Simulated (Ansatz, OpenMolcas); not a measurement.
## How basis sets differ on C2H7Al (SMILES [CH3][AlH][CH3])

C2H7Al has 10 atoms, charge 0, and is taken as a singlet. SMILES: `[CH3][AlH][CH3]`. Geometry: relaxed at PBE0-D4/def2-TZVP.

```xyz
10

C    -1.2191    0.9236   -0.7833
Al    0.4968    0.0218   -0.5364
C     0.9039   -0.9490    1.1097
H    -2.0540    0.2332   -0.6212
H    -1.3370    1.3685   -1.7738
H    -1.3403    1.7237   -0.0436
H     1.6057    0.0788   -1.6812
H     0.0690   -0.9800    1.8140
H     1.2019   -1.9809    0.8943
H     1.7563   -0.4909    1.6245
```

Each level gives the HOMO–LUMO gap (eV). The values are calculated.

| level | kind | program | value (eV) | CPU time |
| --- | --- | --- | --- | --- |
| HF/ANO-RCC-MB (DKH2) | Hartree–Fock | OpenMolcas | 13.26 | 2.1 s |
| HF/STO-3G | Hartree–Fock | OpenMolcas | 17.71 | 3.5 s |
| HF/3-21G | Hartree–Fock | OpenMolcas | 12.62 | 3.9 s |
| HF/def2-SVP | Hartree–Fock | Ansatz | 12.85 | 5.7 s |
| HF/6-311G** (Cartesian d past Ne) | Hartree–Fock | Ansatz | 12.34 | 2.3 s |
| HF/def2-SVPD | Hartree–Fock | Ansatz | 12.44 | 4.5 s |

The values span 12.34 to 17.71 eV. A Hartree–Fock LUMO above zero doesn't converge with the basis: it sinks as sets grow more diffuse. Orbital gaps aren't excitation energies. CPU times are rough (shared hosts, several kinds of processor and program).

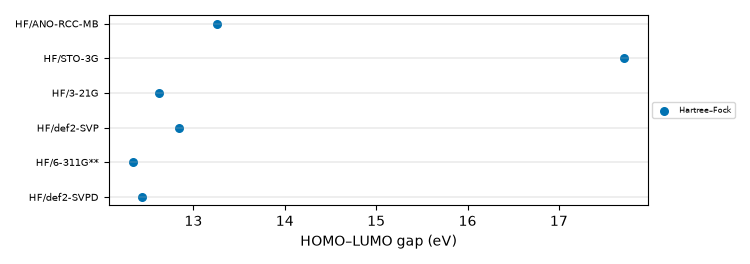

The values of the table, level by level.
